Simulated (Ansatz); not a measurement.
C3H9NOSi: geometry relaxation

- system: C3H9NOSi, SMILES CC(C)O[Si]N
- method: RKS PBE0-D4/def2-TZVP (Ansatz 0.2.0)

The geometry: PBE-D4/def2-SVP start. Figures and captions count atoms from 1; the log counts them from 0 in places.

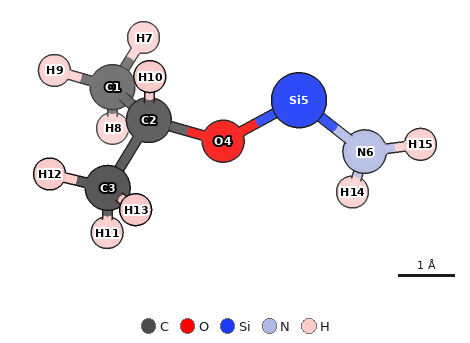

*The structure as given in the input (ball-and-stick view, seen at a tilt; atoms are numbered from 1 in the order of the input).*

Bond lengths as drawn: C–C 1.53 Å, C–H 1.11 to 1.12 Å, C–O 1.43 Å, H–N 1.02 to 1.03 Å, N–Si 1.73 Å and O–Si 1.70 Å.

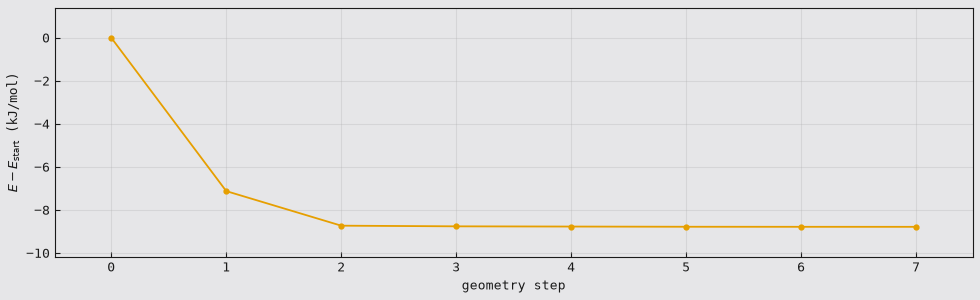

*Progress of the relaxation, step by step (the first geometry is step 0 here and step 1 in the log).*

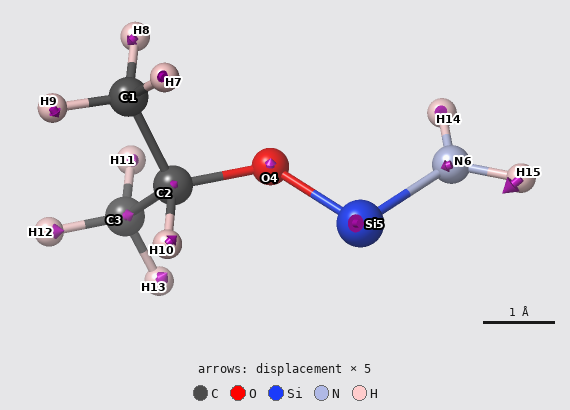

*The starting structure with the displacements as pink arrows, magnified 5 times (ball-and-stick view, seen at a tilt). The two geometries are laid on each other by the best rigid fit.*

The largest move after the best rigid fit is that of H15, 0.070 Å. Largest moves by element: H 0.070 Å, Si 0.066 Å, N 0.034 Å, C 0.031 Å, O 0.027 Å. Among the contacts that change: O4–Si5 1.705 → 1.659 Å, Si5–N6 1.732 → 1.705 Å, C2–H10 1.120 → 1.101 Å, C1–H7 1.108 → 1.092 Å. The energy falls by 8.78 kJ/mol in 7 geometry steps. The largest force component goes from 0.92 to 0.0025 eV/Å. (Atoms are counted from 1 in the order of the input.)

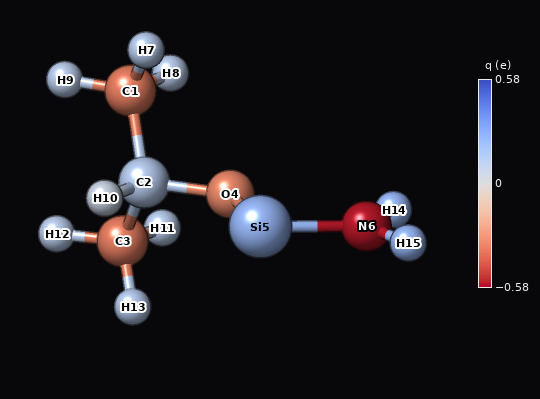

*Mulliken charges, as the colour of each atom (ball-and-stick view, seen at a tilt; atoms are numbered from 1 in the order of the input; Mulliken charges depend strongly on the basis).*

By element: C −0.35 to +0.12, O −0.32, Si +0.23, N −0.56 and H +0.06 to +0.23 e.

These pictures come from the run below.

**The input**
```yaml
crystal:
  periodic: [false, false, false]
  atoms:
    - {symbol: C, position_ang: [-0.301561, -1.140898, 1.428694]}
    - {symbol: C, position_ang: [0.548565, -0.409297, 0.391870]}
    - {symbol: C, position_ang: [1.122420, -1.342753, -0.671829]}
    - {symbol: O, position_ang: [-0.262310, 0.576666, -0.252836]}
    - {symbol: Si, position_ang: [0.031287, 2.250223, -0.113423]}
    - {symbol: N, position_ang: [-1.305217, 2.761968, -1.089645]}
    - {symbol: H, position_ang: [-0.682884, -0.430566, 2.189078]}
    - {symbol: H, position_ang: [-1.173890, -1.620132, 0.938561]}
    - {symbol: H, position_ang: [0.285995, -1.925555, 1.947149]}
    - {symbol: H, position_ang: [1.398627, 0.092881, 0.919692]}
    - {symbol: H, position_ang: [0.301218, -1.836387, -1.231045]}
    - {symbol: H, position_ang: [1.758521, -2.127520, -0.214504]}
    - {symbol: H, position_ang: [1.736725, -0.772894, -1.396873]}
    - {symbol: H, position_ang: [-1.974238, 2.126754, -1.538270]}
    - {symbol: H, position_ang: [-1.504957, 3.746808, -1.277218]}
basis:
  gaussian: {orbitals: def2-TZVP}
hamiltonian: {xc: pbe0, dispersion: d4}
relax: {f_tol: 0.005, max_steps: 150}
```

Launch command:
```bash
ansatz run in.yaml --threads 4 --pin off --events-out ev --progress --plain --max-ram 11315MiB
```

**The program's output**
```
Functional definition: PBE0
  name "PBE0"
  cite "Adamo & Barone, J. Chem. Phys. 110, 6158 (1999) doi:10.1063/1.478522"
  cite "Perdew, Burke & Ernzerhof, Phys. Rev. Lett. 77, 3865 (1996) doi:10.1103/PhysRevLett.77.3865"
  parent pbe
  parameter a = 0.25
  parameter kappa = 0.804
  parameter beta = 0.06672455060314922
  exchange = (1 - a)*pbe_x(kappa = kappa, mu = beta*pi^2/3) + a*exact_x
  correlation = pbe_c(beta = beta)
1510 factors; their error is unknown
mean field evaluation 1: about -14649.5714 eV, gradient 8.9e1 eV
mean field evaluation 2: about -14624.9162 eV, gradient 1.3e2 eV
mean field evaluation 4: about -14665.3330 eV, gradient 8.9e0 eV
mean field evaluation 8: about -14665.4787 eV, gradient 2.6e-1 eV
mean field evaluation 16: about -14665.4986 eV, gradient 3.3e-4 eV
mean field -14665.49862878 eV, -538.9471339756 hartree, gradient 3.2e-5 eV, S^2 0.000000; 0 other end points of the search recorded, 0 dependent functions left out
the calculation of the forces begins
reference -14665.49866576 eV, -538.9471353347 hartree; 28, 28 occupied and 218, 218 virtual orbitals, 1510 factors
relax step   1: F+E_penalty+E_count = -14665.77055552 eV  Δ(F+E_penalty+E_count) = +0.000e0 eV  max|allowed force component| = 9.244e-1 eV/Å  Δτ_max = 0.0000 Å  (30 SCF iters, accepted)
these checks for a lower state are left out or cut short: starts, cluster_reference, orbital_swaps, neighbouring_geometries, increment
1510 factors; their error is unknown
mean field -14665.57031797 eV, -538.9497685049 hartree, gradient 7.9e-6 eV, S^2 0.000000; 0 other end points of the search recorded, 0 dependent functions left out
the calculation of the forces begins
reference -14665.57035465 eV, -538.9497698529 hartree; 28, 28 occupied and 218, 218 virtual orbitals, 1510 factors
relax step   2: F+E_penalty+E_count = -14665.84438899 eV  Δ(F+E_penalty+E_count) = -7.383e-2 eV  max|allowed force component| = 5.986e-1 eV/Å  Δτ_max = 0.0352 Å  (34 SCF iters, accepted)
these checks for a lower state are left out or cut short: starts, cluster_reference, orbital_swaps, neighbouring_geometries, increment
1510 factors; their error is unknown
mean field evaluation 32: about -14665.5855 eV, gradient 7.6e-6 eV
mean field -14665.58548923 eV, -538.9503260384 hartree, gradient 7.7e-6 eV, S^2 0.000000; 0 other end points of the search recorded, 0 dependent functions left out
the calculation of the forces begins
reference -14665.58552571 eV, -538.9503273788 hartree; 28, 28 occupied and 218, 218 virtual orbitals, 1510 factors
relax step   3: F+E_penalty+E_count = -14665.86102796 eV  Δ(F+E_penalty+E_count) = -1.664e-2 eV  max|allowed force component| = 4.630e-2 eV/Å  Δτ_max = 0.0274 Å  (34 SCF iters, accepted)
these checks for a lower state are left out or cut short: starts, cluster_reference, orbital_swaps, neighbouring_geometries, increment
1510 factors; their error is unknown
mean field -14665.58589311 eV, -538.9503408808 hartree, gradient 1.1e-5 eV, S^2 0.000000; 0 other end points of the search recorded, 0 dependent functions left out
the calculation of the forces begins
reference -14665.58592960 eV, -538.9503422217 hartree; 28, 28 occupied and 218, 218 virtual orbitals, 1510 factors
relax step   4: F+E_penalty+E_count = -14665.86134568 eV  Δ(F+E_penalty+E_count) = -3.177e-4 eV  max|allowed force component| = 2.884e-2 eV/Å  Δτ_max = 0.0054 Å  (33 SCF iters, accepted)
these checks for a lower state are left out or cut short: starts, cluster_reference, orbital_swaps, neighbouring_geometries, increment
1510 factors; their error is unknown
mean field -14665.58611429 eV, -538.9503490088 hartree, gradient 1.1e-5 eV, S^2 0.000000; 0 other end points of the search recorded, 0 dependent functions left out
the calculation of the forces begins
reference -14665.58615078 eV, -538.9503503499 hartree; 28, 28 occupied and 218, 218 virtual orbitals, 1510 factors
relax step   5: F+E_penalty+E_count = -14665.86145277 eV  Δ(F+E_penalty+E_count) = -1.071e-4 eV  max|allowed force component| = 1.979e-2 eV/Å  Δτ_max = 0.0059 Å  (33 SCF iters, accepted)
these checks for a lower state are left out or cut short: starts, cluster_reference, orbital_swaps, neighbouring_geometries, increment
1510 factors; their error is unknown
mean field -14665.58624514 eV, -538.9503538176 hartree, gradient 1.1e-5 eV, S^2 0.000000; 0 other end points of the search recorded, 0 dependent functions left out
the calculation of the forces begins
reference -14665.58628164 eV, -538.9503551590 hartree; 28, 28 occupied and 218, 218 virtual orbitals, 1510 factors
relax step   6: F+E_penalty+E_count = -14665.86154855 eV  Δ(F+E_penalty+E_count) = -9.578e-5 eV  max|allowed force component| = 8.162e-3 eV/Å  Δτ_max = 0.0113 Å  (33 SCF iters, accepted)
these checks for a lower state are left out or cut short: starts, cluster_reference, orbital_swaps, neighbouring_geometries, increment
1510 factors; their error is unknown
mean field -14665.58627237 eV, -538.9503548182 hartree, gradient 1.1e-5 eV, S^2 0.000000; 0 other end points of the search recorded, 0 dependent functions left out
the calculation of the forces begins
reference -14665.58630887 eV, -538.9503561595 hartree; 28, 28 occupied and 218, 218 virtual orbitals, 1510 factors
relax step   7: F+E_penalty+E_count = -14665.86157448 eV  Δ(F+E_penalty+E_count) = -2.593e-5 eV  max|allowed force component| = 2.532e-3 eV/Å  Δτ_max = 0.0061 Å  (33 SCF iters, accepted)
these checks for a lower state are left out or cut short: starts, cluster_reference, orbital_swaps, neighbouring_geometries, increment
1510 factors; their error is unknown
mean field evaluation 64: about -14665.5859 eV, gradient 5.4e-1 eV
mean field -14665.58628127 eV, -538.9503551454 hartree, gradient 1.1e-5 eV, S^2 0.000000; 0 other end points of the search recorded, 0 dependent functions left out
the calculation of the forces begins
reference -14665.58631777 eV, -538.9503564866 hartree; 28, 28 occupied and 218, 218 virtual orbitals, 1510 factors
relax step   8: F+E_penalty+E_count = -14665.86158542 eV  Δ(F+E_penalty+E_count) = -1.094e-5 eV  max|allowed force component| = 2.513e-3 eV/Å  Δτ_max = 0.0093 Å  (33 SCF iters, accepted)
1510 factors; their error is unknown
mean field -14665.58628127 eV, -538.9503551454 hartree, gradient 1.1e-5 eV, S^2 0.000000; 1 other end points of the search recorded, 0 dependent functions left out
the calculation of the forces begins
reference -14665.58631777 eV, -538.9503564866 hartree; 28, 28 occupied and 218, 218 virtual orbitals, 1510 factors
Total energy: -14665.86162192 eV, -538.9604737274 hartree
Atom 0 at    -0.296527    -1.144152     1.420000 Å, force     0.000681    -0.001187    -0.000646 eV/Å
Atom 1 at     0.534101    -0.400312     0.395782 Å, force     0.000060     0.002375    -0.002410 eV/Å
Atom 2 at     1.106608    -1.317801    -0.663781 Å, force     0.000734    -0.002513     0.002056 eV/Å
Atom 3 at    -0.283571     0.574538    -0.236377 Å, force    -0.001375     0.002130     0.001314 eV/Å
Atom 4 at     0.038285     2.199695    -0.155523 Å, force    -0.000718    -0.001234    -0.000729 eV/Å
Atom 5 at    -1.283596     2.736082    -1.090012 Å, force    -0.000500    -0.000834     0.000054 eV/Å
Atom 6 at    -0.685997    -0.456501     2.173319 Å, force     0.000683     0.000311    -0.000647 eV/Å
Atom 7 at    -1.143277    -1.634237     0.932924 Å, force     0.000150     0.000169    -0.000029 eV/Å
Atom 8 at     0.302601    -1.906028     1.924294 Å, force    -0.000225    -0.000028     0.000175 eV/Å
Atom 9 at     1.364444     0.105909     0.912631 Å, force    -0.000445    -0.000452     0.000241 eV/Å
Atom 10 at     0.298851    -1.812584    -1.208880 Å, force     0.000085     0.000196     0.000284 eV/Å
Atom 11 at     1.740060    -2.083988    -0.210550 Å, force     0.000228    -0.000494    -0.000871 eV/Å
Atom 12 at     1.706691    -0.752591    -1.379660 Å, force    -0.000346     0.000268     0.000900 eV/Å
Atom 13 at    -1.976117     2.129849    -1.504868 Å, force     0.001615     0.001802     0.000485 eV/Å
Atom 14 at    -1.444255     3.711418    -1.279898 Å, force    -0.000629    -0.000508    -0.000178 eV/Å
Dipole moment:    -0.151937    -0.071045    -0.096102 e Å
```

**Trajectory as extended XYZ (Å, eV, eV/Å), 7 of the 8 frames kept, from step=1 to step=8**
```
15
Properties=species:S:1:pos:R:3:forces:R:3 step=1 energy=-14665.77056
C    -0.3016   -1.1409    1.4287   -0.1350  -0.0835   0.0883
C     0.5486   -0.4093    0.3919    0.1777   0.1504   0.1224
C     1.1224   -1.3428   -0.6718    0.0157  -0.0904  -0.1546
O    -0.2623    0.5767   -0.2528    0.3788   0.7723   0.2406
Si    0.0313    2.2502   -0.1134   -0.7598  -0.9244  -0.5090
N    -1.3052    2.7620   -1.0896   -0.0272   0.0167  -0.0201
H    -0.6829   -0.4306    2.1891    0.1903  -0.3337  -0.3641
H    -1.1739   -1.6201    0.9386    0.4277   0.2262   0.2214
H     0.2860   -1.9256    1.9471   -0.2570   0.3792  -0.2646
H     1.3986    0.0929    0.9197   -0.4299  -0.2255  -0.2668
H     0.3012   -1.8364   -1.2310    0.3839   0.2343   0.2813
H     1.7585   -2.1275   -0.2145   -0.3120   0.3857  -0.1904
H     1.7367   -0.7729   -1.3969   -0.2886  -0.2670   0.3531
H    -1.9742    2.1268   -1.5383    0.4783   0.4138   0.3218
H    -1.5050    3.7468   -1.2772    0.1569  -0.6540   0.1408
15
Properties=species:S:1:pos:R:3:forces:R:3 step=2 energy=-14665.84439
C    -0.2982   -1.1367    1.4185   -0.0230  -0.0089   0.0315
C     0.5429   -0.4021    0.3897    0.0233   0.0031   0.0097
C     1.1125   -1.3329   -0.6657    0.0235  -0.0149  -0.0297
O    -0.2698    0.5720   -0.2549    0.2008   0.5986   0.1288
Si    0.0297    2.2259   -0.1186   -0.4452  -0.5913  -0.2925
N    -1.2945    2.7457   -1.0830    0.1357  -0.0212   0.0949
H    -0.6808   -0.4384    2.1722    0.0514  -0.0988  -0.0992
H    -1.1555   -1.6186    0.9313    0.1264   0.0682   0.0606
H     0.2926   -1.9081    1.9281   -0.0763   0.1080  -0.0722
H     1.3804    0.1019    0.9092   -0.1398  -0.0700  -0.0857
H     0.2997   -1.8274   -1.2128    0.1083   0.0725   0.0854
H     1.7433   -2.1038   -0.2061   -0.0851   0.1052  -0.0601
H     1.7189   -0.7720   -1.3864   -0.0796  -0.0797   0.0974
H    -1.9597    2.1227   -1.5260    0.1290   0.0896   0.0880
H    -1.4834    3.7212   -1.2663    0.0504  -0.1604   0.0431
15
Properties=species:S:1:pos:R:3:forces:R:3 step=3 energy=-14665.86103
C    -0.2968   -1.1334    1.4162   -0.0021  -0.0007  -0.0179
C     0.5359   -0.3993    0.3865    0.0217  -0.0364   0.0214
C     1.1094   -1.3261   -0.6643   -0.0180   0.0054   0.0026
O    -0.2776    0.5721   -0.2549    0.0286   0.0463   0.0221
Si    0.0215    2.2003   -0.1235   -0.0358  -0.0329  -0.0303
N    -1.2859    2.7347   -1.0795    0.0193   0.0160   0.0130
H    -0.6802   -0.4403    2.1673   -0.0029   0.0087   0.0057
H    -1.1474   -1.6182    0.9318   -0.0171  -0.0135  -0.0015
H     0.2970   -1.8977    1.9224    0.0081  -0.0059   0.0032
H     1.3667    0.1069    0.9015    0.0123   0.0215   0.0069
H     0.3009   -1.8216   -1.2065   -0.0091  -0.0146  -0.0149
H     1.7396   -2.0909   -0.2051    0.0039  -0.0029   0.0078
H     1.7116   -0.7679   -1.3833    0.0061   0.0081  -0.0069
H    -1.9538    2.1216   -1.5221   -0.0186  -0.0132  -0.0129
H    -1.4627    3.7092   -1.2572    0.0034   0.0141   0.0019
15
Properties=species:S:1:pos:R:3:forces:R:3 step=5 energy=-14665.86145
C    -0.2966   -1.1373    1.4173   -0.0012  -0.0004  -0.0015
C     0.5368   -0.4007    0.3899   -0.0008   0.0017  -0.0026
C     1.1087   -1.3252   -0.6639   -0.0001   0.0005  -0.0012
O    -0.2773    0.5727   -0.2496   -0.0007  -0.0018   0.0074
Si    0.0233    2.1998   -0.1335    0.0071   0.0122   0.0001
N    -1.2868    2.7381   -1.0832   -0.0101  -0.0198  -0.0066
H    -0.6826   -0.4451    2.1684    0.0012  -0.0017  -0.0026
H    -1.1458   -1.6255    0.9325    0.0030   0.0011   0.0010
H     0.2995   -1.8999    1.9242   -0.0010   0.0010  -0.0004
H     1.3675    0.1068    0.9051   -0.0030  -0.0038  -0.0006
H     0.3007   -1.8227   -1.2063    0.0021   0.0017   0.0020
H     1.7414   -2.0892   -0.2058   -0.0008   0.0009  -0.0009
H     1.7095   -0.7648   -1.3831   -0.0016  -0.0010   0.0023
H    -1.9625    2.1284   -1.5205    0.0011   0.0096   0.0003
H    -1.4573    3.7138   -1.2623    0.0047  -0.0002   0.0034
15
Properties=species:S:1:pos:R:3:forces:R:3 step=6 energy=-14665.86155
C    -0.2963   -1.1402    1.4185    0.0012  -0.0010   0.0005
C     0.5360   -0.4005    0.3924   -0.0021  -0.0082  -0.0010
C     1.1080   -1.3223   -0.6637    0.0005   0.0001   0.0003
O    -0.2797    0.5734   -0.2435   -0.0024   0.0048  -0.0007
Si    0.0292    2.2000   -0.1432   -0.0023  -0.0014  -0.0026
N    -1.2862    2.7365   -1.0867   -0.0002   0.0031  -0.0004
H    -0.6837   -0.4499    2.1705    0.0003   0.0000  -0.0008
H    -1.1446   -1.6290    0.9328    0.0010   0.0002  -0.0004
H     0.3009   -1.9025    1.9243   -0.0003   0.0000  -0.0001
H     1.3665    0.1061    0.9083    0.0031   0.0015   0.0026
H     0.3000   -1.8185   -1.2073    0.0000   0.0009   0.0009
H     1.7407   -2.0874   -0.2075   -0.0004   0.0004  -0.0002
H     1.7088   -0.7603   -1.3814   -0.0006   0.0008   0.0006
H    -1.9700    2.1309   -1.5166    0.0022  -0.0015   0.0027
H    -1.4512    3.7129   -1.2674    0.0001   0.0002  -0.0015
15
Properties=species:S:1:pos:R:3:forces:R:3 step=7 energy=-14665.86157
C    -0.2964   -1.1418    1.4190   -0.0001   0.0001   0.0001
C     0.5351   -0.4004    0.3936    0.0010  -0.0025   0.0014
C     1.1074   -1.3206   -0.6637   -0.0002   0.0007  -0.0004
O    -0.2814    0.5739   -0.2406   -0.0015   0.0017  -0.0009
Si    0.0328    2.1999   -0.1480    0.0006   0.0004  -0.0005
N    -1.2851    2.7366   -1.0879    0.0009  -0.0004   0.0005
H    -0.6846   -0.4525    2.1714   -0.0001  -0.0002  -0.0001
H    -1.1440   -1.6312    0.9328    0.0001  -0.0002  -0.0002
H     0.3016   -1.9039    1.9243    0.0001  -0.0002   0.0000
H     1.3656    0.1060    0.9100    0.0005   0.0002   0.0005
H     0.2996   -1.8163   -1.2079   -0.0002   0.0002   0.0000
H     1.7405   -2.0860   -0.2087   -0.0002   0.0002   0.0002
H     1.7079   -0.7573   -1.3807   -0.0002   0.0004   0.0001
H    -1.9721    2.1302   -1.5116   -0.0006   0.0001   0.0001
H    -1.4486    3.7125   -1.2727   -0.0001  -0.0004  -0.0007
15
Properties=species:S:1:pos:R:3:forces:R:3 step=8 energy=-14665.86159
C    -0.2965   -1.1442    1.4200    0.0007  -0.0012  -0.0006
C     0.5341   -0.4003    0.3958    0.0001   0.0024  -0.0024
C     1.1066   -1.3178   -0.6638    0.0007  -0.0025   0.0021
O    -0.2836    0.5745   -0.2364   -0.0014   0.0021   0.0013
Si    0.0383    2.1997   -0.1555   -0.0007  -0.0012  -0.0007
N    -1.2836    2.7361   -1.0900   -0.0005  -0.0008   0.0001
H    -0.6860   -0.4565    2.1733    0.0007   0.0003  -0.0006
H    -1.1433   -1.6342    0.9329    0.0001   0.0002   0.0000
H     0.3026   -1.9060    1.9243   -0.0002   0.0000   0.0002
H     1.3644    0.1059    0.9126   -0.0004  -0.0005   0.0002
H     0.2989   -1.8126   -1.2089    0.0001   0.0002   0.0003
H     1.7401   -2.0840   -0.2105    0.0002  -0.0005  -0.0009
H     1.7067   -0.7526   -1.3797   -0.0003   0.0003   0.0009
H    -1.9761    2.1298   -1.5049    0.0016   0.0018   0.0005
H    -1.4443    3.7114   -1.2799   -0.0006  -0.0005  -0.0002
```

**Summary**

```tsv
quantity	value
outcome	converged
total energy	−14665.8616 eV
mean-field energy	−14665.5863 eV
dispersion energy	−0.2753 eV
SCF solution under orbital rotations	stable
largest force (length of the vector) at the end	0.003 eV/Å
dipole moment	0.93 D
hardware	4 threads of Arm Neoverse V1, 23 GiB of memory available, shared host
wall time	51 s (CPU time 3.2 min)
peak memory	0.76 GiB
```
